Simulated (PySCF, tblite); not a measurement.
# C₆H₁₃FOSi: geometry, infrared bands and NMR shifts

Wanted: the infrared bands and NMR shifts of C₆H₁₃FOSi (`CC(C)[C@@H]1CCO[Si@@H]1F`), by calculation.

Programs: tblite 0.8.0 and PySCF 2.14.0, with density-fitted response routines of our own. Each step states its level of theory. These are calculated values for one molecule in the gas phase, unless marked as measured. Atoms count from 0, in the outputs and in this text.

## 1. The starting structure

22 atoms, charge 0, multiplicity 1; geometry from: force field or distance geometry start.

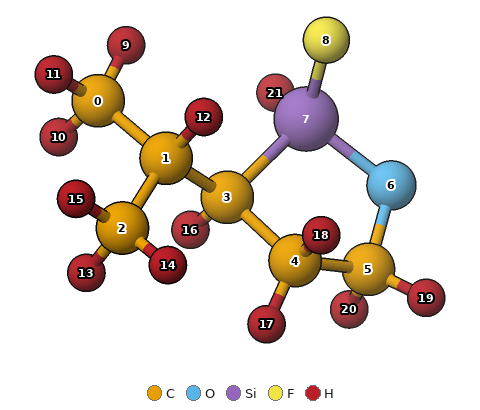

The starting geometry (carbon amber, oxygen blue, silicon purple, fluorine yellow, hydrogen red), atoms numbered.

## 2. Relaxing the molecule with GFN2-xTB

Job settings and geometry (Å):

```
{"job": {"kind": "relax", "xc": "GFN2-xTB", "basis": "xTB"}, "charge": 0, "multiplicity": 1}
C     -1.888000     1.191500     0.800200
C     -1.121400    -0.071800     0.428600
C     -1.976100    -0.944200    -0.479700
C      0.241200     0.266700    -0.222300
C      1.035600    -0.986600    -0.691600
C      2.507200    -0.569800    -0.853000
O      2.914500     0.224300     0.278600
Si     1.602400     1.050100     0.920100
F      1.352300     0.561400     2.421800
H     -1.363900     1.800500     1.540300
H     -2.082300     1.811400    -0.085900
H     -2.871500     0.937500     1.241800
H     -0.954600    -0.640600     1.374600
H     -2.139700    -0.453000    -1.453200
H     -1.529300    -1.908700    -0.661900
H     -2.969400    -1.124100    -0.020400
H      0.100900     0.941400    -1.061200
H      0.642700    -1.382700    -1.643000
H      0.967600    -1.784100     0.054800
H      3.164300    -1.449000    -0.904300
H      2.657900     0.029900    -1.757800
H      1.699400     2.519400     0.772500
```

On the command line:

```console
$ OMP_NUM_THREADS=1 python probes_run.py task.json out
```

This one command runs all jobs of the session in turn.

What it wrote:

```text
step      E/eV     max force
  0    -819.55196    1.524
  1    -819.64453    0.843
  2    -819.67600    0.405
  3    -819.69721    0.453
  4    -819.71134    0.289
  5    -819.72076    0.272
  6    -819.73055    0.298
  7    -819.73802    0.228
  8    -819.74314    0.189
  9    -819.74633    0.126
 10    -819.74862    0.105
 11    -819.75050    0.099
 12    -819.75189    0.079
 13    -819.75289    0.068
 14    -819.75378    0.063
 15    -819.75467    0.065
 16    -819.75542    0.051
 17    -819.75590    0.041
 18    -819.75620    0.036
 19    -819.75645    0.036
 20    -819.75672    0.037
 21    -819.75704    0.042
 22    -819.75740    0.045
 23    -819.75775    0.041
 24    -819.75805    0.035
 25    -819.75829    0.034
 26    -819.75849    0.034
 27    -819.75868    0.032
 28    -819.75887    0.031
 29    -819.75909    0.032
 30    -819.75933    0.033
 31    -819.75958    0.034
 32    -819.75983    0.032
 33    -819.76012    0.035
 34    -819.76043    0.041
 35    -819.76073    0.041
 36    -819.76097    0.034
 37    -819.76116    0.026
 38    -819.76136    0.035
 39    -819.76157    0.034
 40    -819.76175    0.029
 41    -819.76188    0.023
 42    -819.76199    0.025
 43    -819.76214    0.035
 44    -819.76237    0.042
 45    -819.76262    0.034
 46    -819.76282    0.036
 47    -819.76298    0.028
 48    -819.76313    0.029
 49    -819.76330    0.034
 50    -819.76345    0.028
 51    -819.76357    0.021
 52    -819.76367    0.023
 53    -819.76379    0.027
 54    -819.76393    0.029
 55    -819.76407    0.028
 56    -819.76420    0.027
 57    -819.76431    0.027
 58    -819.76444    0.028
 59    -819.76457    0.033
 60    -819.76468    0.024
 61    -819.76475    0.020
 62    -819.76482    0.019
 63    -819.76489    0.023
 64    -819.76496    0.026
 65    -819.76504    0.017
 66    -819.76511    0.023
 67    -819.76520    0.022
 68    -819.76529    0.025
 69    -819.76536    0.020
 70    -819.76542    0.019
 71    -819.76547    0.020
 72    -819.76552    0.019
 73    -819.76557    0.016
 74    -819.76561    0.011
 75    -819.76563    0.010
 76    -819.76565    0.009
```

Wall time 0.66 s (1 thread of Arm Neoverse V1, shared host); peak memory 0.18 GiB.

Step by step: (not every step is listed)

```csv
step,energy from step 0 (eV),largest force (eV/Å)
0,0.0000,1.5240
1,-0.0926,0.8433
2,-0.1240,0.4046
3,-0.1453,0.4530
4,-0.1594,0.2888
5,-0.1688,0.2716
6,-0.1786,0.2978
7,-0.1861,0.2278
8,-0.1912,0.1895
14,-0.2018,0.0634
20,-0.2048,0.0372
26,-0.2065,0.0341
32,-0.2079,0.0322
38,-0.2094,0.0354
44,-0.2104,0.0416
50,-0.2115,0.0282
56,-0.2122,0.0275
62,-0.2129,0.0191
68,-0.2133,0.0250
71,-0.2135,0.0205
72,-0.2136,0.0193
73,-0.2136,0.0163
74,-0.2137,0.0112
75,-0.2137,0.0101
76,-0.2137,0.0095
```

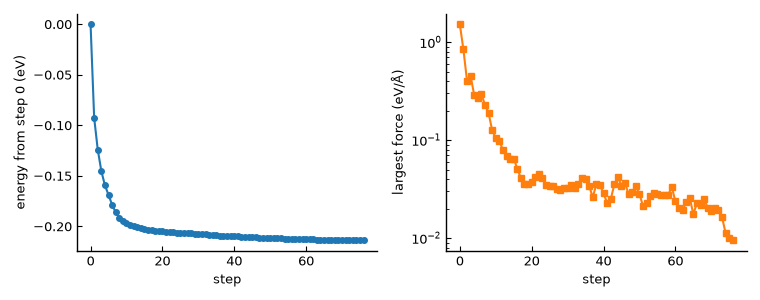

Energy and force, step by step.

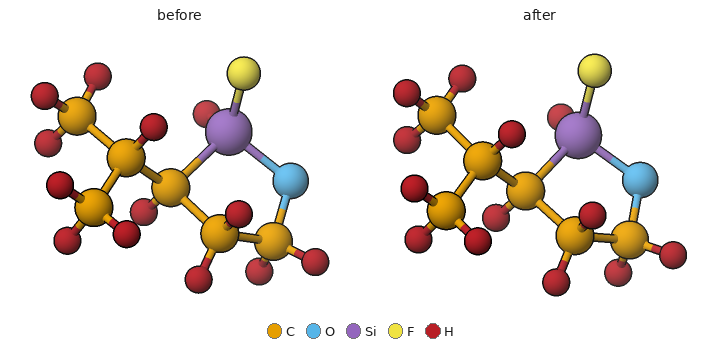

The geometry before (left) and after (right).

Close pairs (by a distance rule), those that changed most:

```csv
bond,before (Å),after (Å),change (Å)
O6–Si7,1.678,1.624,-0.054
Si7–H21,1.480,1.446,-0.034
C3–Si7,1.942,1.908,-0.034
C5–O6,1.441,1.413,-0.028
C2–H15,1.109,1.088,-0.021
C1–H12,1.116,1.096,-0.021
C0–H11,1.108,1.088,-0.020
C3–C4,1.556,1.538,-0.018
```

The final coordinates are the input of the step that follows.

## 3. Vibrational analysis with GFN2-xTB

Job settings and geometry (Å):

```
{"job": {"kind": "ir", "xc": "GFN2-xTB", "basis": "xTB"}, "charge": 0, "multiplicity": 1}
C     -1.822960     1.144808     0.876753
C     -1.112526    -0.123600     0.410634
C     -2.016400    -0.906161    -0.541592
C      0.222094     0.228901    -0.254374
C      1.026406    -1.002529    -0.704813
C      2.496373    -0.587521    -0.784418
O      2.793261     0.278535     0.292324
Si     1.512789     1.116001     0.835778
F      1.350761     0.825408     2.412121
H     -1.203439     1.693086     1.582530
H     -2.038070     1.793522     0.029889
H     -2.762456     0.896253     1.365242
H     -0.908361    -0.746073     1.288962
H     -2.197632    -0.331203    -1.447854
H     -1.565271    -1.855017    -0.819799
H     -2.974911    -1.111787    -0.070105
H      0.006020     0.841877    -1.136165
H      0.693502    -1.397315    -1.663994
H      0.925870    -1.785507     0.049661
H      3.171139    -1.443698    -0.717633
H      2.697044    -0.053531    -1.719773
H      1.696356     2.544936     0.715776
```

What it wrote:

```text
mode    cm-1     km/mol
  1      62.9      0.63
  2      81.5      1.65
  3     104.1      3.44
  4     172.3      0.63
  5     193.2      4.01
  6     218.5      1.72
  7     229.1      1.13
  8     247.7     20.16
  9     307.1      0.89
 10     356.7      8.40
 11     385.1     19.21
 12     424.6      9.91
 13     495.5     24.94
 14     560.2     24.78
 15     610.9     92.78
 16     667.1     58.43
 17     712.3     39.56
 18     800.4    211.48
 19     861.2    184.31
 20     876.3     25.87
 21     921.0     25.75
 22     950.1      2.85
 23     962.9     31.28
 24     987.3      9.40
 25     999.1      7.56
 26    1010.3     19.71
 27    1086.5     56.07
 28    1095.5     83.14
 29    1125.9     23.87
 30    1156.6      4.88
 31    1170.3      8.61
 32    1186.6     21.31
 33    1206.1      3.90
 34    1245.9      1.37
 35    1272.0      1.16
 36    1312.6      1.55
 37    1317.9      6.62
 38    1325.9      4.96
 39    1354.0     11.59
 40    1409.4      4.05
 41    1422.7      2.47
 42    1480.3      1.08
 43    1489.7      0.05
 44    1495.2      0.18
 45    1499.6      1.73
 46    1506.2      1.80
 47    1512.1      3.66
 48    2418.5    261.91
 49    2914.8     33.63
 50    2922.3     26.38
 51    2930.3     64.62
 52    2965.6     36.01
 53    2977.9     54.71
 54    2998.3     35.01
 55    3022.5      2.10
 56    3027.5     86.47
 57    3029.2      7.83
 58    3035.6     84.95
 59    3039.6     24.72
 60    3045.8     33.43
```

Wall time 1 s (1 thread of Arm Neoverse V1, shared host); peak memory 0.18 GiB.

The strongest bands and the atoms that carry them (share of the mass-weighted mode):

```csv
cm⁻¹,km/mol,atoms
611,92.8,"H21 55 %, C5 12 %"
800,211.5,"Si7 34 %, O6 25 %, F8 22 %"
861,184.3,"Si7 38 %, F8 19 %, O6 14 %"
1096,83.1,"C5 29 %, C4 22 %, C3 15 %, O6 15 %"
2418,261.9,H21 97 %
2930,64.6,H12 83 %
3028,86.5,"H10 52 %, H13 25 %, H15 11 %"
3036,85.0,"H11 36 %, H15 31 %, H9 15 %"
```

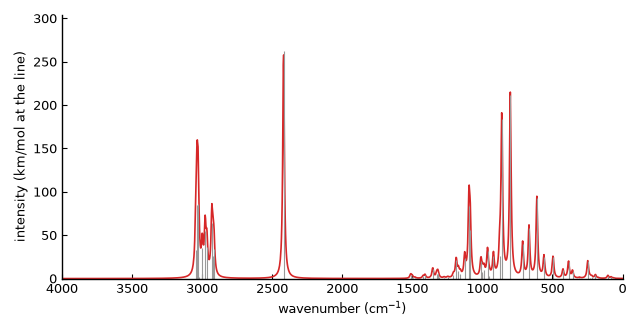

The infrared spectrum from these modes, unscaled. Lines are broadened to a width of 14 cm⁻¹ (Lorentzian).

## 4. Nuclear shieldings: PBE0/pcSseg-1

Settings changed since step 3:

```diff
@@ -1,2 +1,2 @@
-{"job": {"kind": "ir", "xc": "GFN2-xTB", "basis": "xTB"}, "charge": 0, "multiplicity": 1}
+{"job": {"kind": "nmr", "xc": "PBE0", "basis": "pcSseg-1"}, "charge": 0, "multiplicity": 1}
 C     -1.822960     1.144808     0.876753
```

Level: GIAO PBE0/pcSseg-1 NMR shielding, non-relativistic, gas phase.

What it wrote:

```text
coarse grid: 18376 points
cycle   1  E = -700.2766452645  dE =  1.064e+00  |g| = 8.679e-01  |ddm| = 4.102e+00
cycle   2  E = -700.1347780118  dE =  1.419e-01  |g| = 1.266e+00  |ddm| = 1.695e+00
cycle   3  E = -700.4168367766  dE = -2.821e-01  |g| = 1.085e-01  |ddm| = 1.098e+00
cycle   4  E = -700.4188638767  dE = -2.027e-03  |g| = 4.681e-02  |ddm| = 1.221e-01
cycle   5  E = -700.4193369546  dE = -4.731e-04  |g| = 1.047e-02  |ddm| = 4.810e-02
cycle   6  E = -700.4193546041  dE = -1.765e-05  |g| = 3.842e-03  |ddm| = 1.030e-02
cycle   7  E = -700.4193572377  dE = -2.634e-06  |g| = 4.912e-04  |ddm| = 2.812e-03
final grid: 171824 points
cycle   8  E = -700.4906893657  dE = -6.518e-05  |g| = 1.235e-02  |ddm| = 4.041e-02
cycle   9  E = -700.4906608060  dE =  2.856e-05  |g| = 1.715e-02  |ddm| = 2.368e-02
cycle  10  E = -700.4907231528  dE = -6.235e-05  |g| = 1.773e-03  |ddm| = 1.447e-02
cycle  11  E = -700.4907237757  dE = -6.229e-07  |g| = 2.657e-04  |ddm| = 1.632e-03
cycle  12  E = -700.4907237891  dE = -1.335e-08  |g| = 8.754e-05  |ddm| = 3.380e-04
cycle  13  E = -700.4907237904  dE = -1.344e-09  |g| = 3.760e-05  |ddm| = 1.053e-04
cycle  14  E = -700.4907237907  dE = -2.660e-10  |g| = 5.794e-06  |ddm| = 2.861e-05
converged SCF energy = -700.4907237907

GIAO shielding tensors (ppm)
atom      isotropic    diamagn.    paramagn.     s11        s22        s33       span
  0 C      159.268     248.863     -89.595    139.261    151.949    186.595     47.333
  1 C      152.865     245.063     -92.198    143.920    150.954    163.722     19.801
  2 C      161.371     248.566     -87.195    146.043    152.266    185.805     39.762
  3 C      147.096     257.863    -110.767    129.066    142.577    169.644     40.578
  4 C      151.455     250.350     -98.894    133.415    155.336    165.616     32.201
  5 C      117.185     244.660    -127.475     80.066    111.072    160.416     80.350
  6 O      256.107     396.638    -140.531    171.521    292.300    304.499    132.978
  7 Si     346.987     880.133    -533.146    318.345    349.916    372.700     54.356
  8 F      336.904     470.492    -133.588    267.122    358.207    385.383    118.261
  9 H       30.492      31.367      -0.876     25.199     30.365     35.911     10.713
 10 H       30.915      31.509      -0.594     27.983     28.739     36.022      8.040
 11 H       30.476      30.197       0.279     25.978     27.695     37.755     11.777
 12 H       30.126      34.033      -3.907     27.078     29.138     34.163      7.086
 13 H       31.197      31.658      -0.460     28.142     28.910     36.540      8.398
 14 H       30.348      31.636      -1.287     25.022     29.935     36.087     11.065
 15 H       30.597      30.366       0.231     26.096     27.904     37.791     11.696
 16 H       31.253      35.894      -4.641     28.158     30.729     34.871      6.713
 17 H       29.751      32.523      -2.772     24.766     29.116     35.370     10.604
 18 H       30.129      33.396      -3.267     25.202     29.787     35.397     10.195
 19 H       27.218      28.025      -0.806     22.065     26.234     33.356     11.292
 20 H       27.857      29.738      -1.881     22.620     26.641     34.310     11.690
 21 H       26.752      29.627      -2.875     23.330     23.633     33.292      9.962
```

It took 78 s on 1 thread of Arm Neoverse V1, shared host; peak memory 1 GiB.

The references, computed at this level on geometries of the same kind, shield at (ppm): ¹H TMS 31.72, ¹³C TMS 186.9, ²⁹Si TMS 349.2, ¹⁹F CFCl3 170.9, ¹⁷O H2O 336.1. Their shielding less the atom's gives the shift. The references are single molecules in the gas phase, so shifts against H2O, NH3, PH3, H3PO4 or CFCl3 are not on the usual liquid scales and can be off by tens of ppm. Atoms listed in one row are averaged.

```csv
atoms,environment,σ (ppm),δ (ppm),δ scaled to CDCl3
C5,sp3 CH2 bonded to O,117.2,69.7,66.2
C3,sp3 CH bonded to Si,147.1,39.8,37.0
C4,sp3 CH2 in a ring,151.5,35.5,32.7
C1,sp3 CH,152.9,34.1,31.3
C0,methyl carbon,159.3,27.7,25.1
C2,methyl carbon,161.4,25.6,23.0
H21,"hydrogen on a silicon bonded to C, F, O, in a 5-membered ring",26.75,4.97,–
H19,hydrogen on an sp3 CH2 bonded to O,27.22,4.50,4.35
H20,hydrogen on an sp3 CH2 bonded to O,27.86,3.86,3.74
H17,hydrogen on an sp3 CH2 in a ring,29.75,1.97,1.96
H12,hydrogen on an sp3 CH,30.13,1.59,1.60
H18,hydrogen on an sp3 CH2 in a ring,30.13,1.59,1.60
"H9, H10, H11",hydrogen on a methyl carbon,30.63,1.09,1.13
"H13, H14, H15",hydrogen on a methyl carbon,30.71,1.00,1.05
H16,hydrogen on an sp3 CH bonded to Si,31.25,0.46,0.54
O6,"oxygen bonded to C, Si, in a 5-membered ring",256.1,80.0,–
Si7,"silicon bonded to C, F, O, H, in a 5-membered ring",347.0,2.2,–
F8,fluorine bonded to Si,336.9,-166.0,–
```

The scaled column applies a straight-line fit of computed shieldings to shifts measured in CDCl3, and one for carbons that bear F (root-mean-square error 0.16 ppm for H, 1.9 ppm for C).

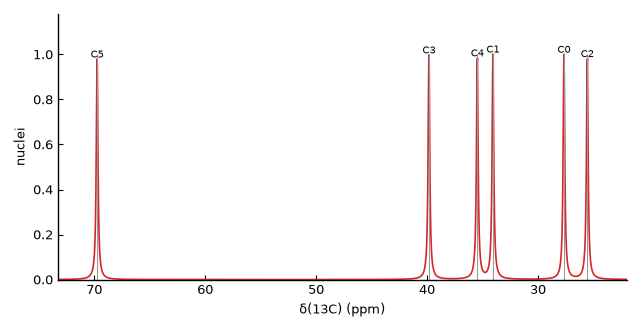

¹³C lines at the computed shifts, without couplings. Lines are broadened to a width of 0.18 ppm (Lorentzian).

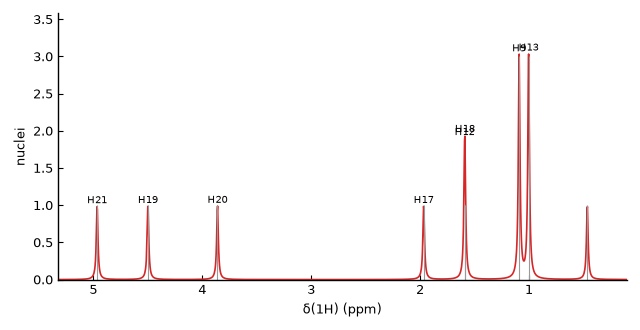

¹H lines at the computed shifts, without couplings. Lines are broadened to a width of 0.02 ppm (Lorentzian).

The run also stored atomic charges by several schemes (e):

```csv
atoms,Mulliken,IAO,Hirshfeld,ESP fit
C0,-0.21,-0.42,-0.12,-0.60
C1,-0.34,-0.08,-0.02,0.37
C2,-0.20,-0.42,-0.12,-0.42
C3,-0.56,-0.41,-0.11,-0.15
C4,-0.23,-0.27,-0.07,-0.06
C5,0.12,-0.05,0.01,-0.05
O6,-0.61,-0.65,-0.24,-0.44
Si7,1.17,1.36,0.48,0.82
F8,-0.42,-0.53,-0.20,-0.33
```

ESP fit charges:

C0 -0.60; C1 0.37; C2 -0.42; C3 -0.15; C4 -0.06; C5 -0.05; O6 -0.44; Si7 0.82; F8 -0.33; H9 0.12; H10 0.13; H11 0.16; H12 -0.02; H13 0.11; H14 0.08; H15 0.11; H16 0.03; H17 0.05; H18 0.05; H19 0.10; H20 0.07; H21 -0.15

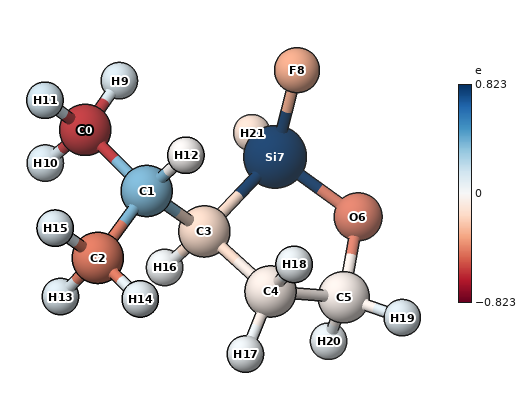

ESP fit charges, as colours on the atoms.

Mayer bond orders: C0–C1 1.04, C1–C2 1.02, C1–C3 0.97, C3–C4 1.00, C4–C5 1.05, C5–O6 0.88, O6–Si7 1.03, Si7–F8 0.93, Si7–C3 0.86.

Ring of atoms C3, C4, C5, O6, Si7: NICS(0) -5.7, NICS(1) -3.3, NICS(1)zz -2.7 ppm (means of both faces).

## 5. Summary of results

| quantity | value |
| --- | --- |
| strongest single infrared mode (GFN2-xTB) | 2418 cm⁻¹, 262 km/mol |
| zero-point energy (GFN2-xTB) | 114.6 kcal/mol |
| ¹³C shifts against TMS (PBE0/pcSseg-1) | 69.7, 39.8, 35.5, 34.1, 27.7, 25.6 ppm |
| ¹H shifts against TMS (PBE0/pcSseg-1, means over atoms taken as alike) | 4.97, 4.50, 3.86, 1.97, 1.59, 1.59, 1.09, 1.00, 0.46 ppm |
| ¹⁷O shifts against H2O (PBE0/pcSseg-1) | 80.0 ppm |
| ²⁹Si shifts against TMS (PBE0/pcSseg-1) | 2.2 ppm |
| ¹⁹F shifts against CFCl3 (PBE0/pcSseg-1) | -166.0 ppm |

What this shows: Over 76 steps the energy fell by 0.214 eV; of the close pairs, O6–Si7 changed most, 1.678 to 1.624 Å. No mode is imaginary among the 60: a minimum at this level. The strongest single mode, at 2418 cm⁻¹, moves mainly H21. GFN2-xTB is a fitted tight-binding method: band positions and strengths are rough. Its intensities can rank the bands wrongly. The most deshielded carbon is C5 (sp3 CH2 bonded to O), at 69.7 ppm: pulled downfield by the heteroatom. At PBE0/pcSseg-1: The largest span, 133 ppm, is at O6, where the paramagnetic term is -141 ppm.
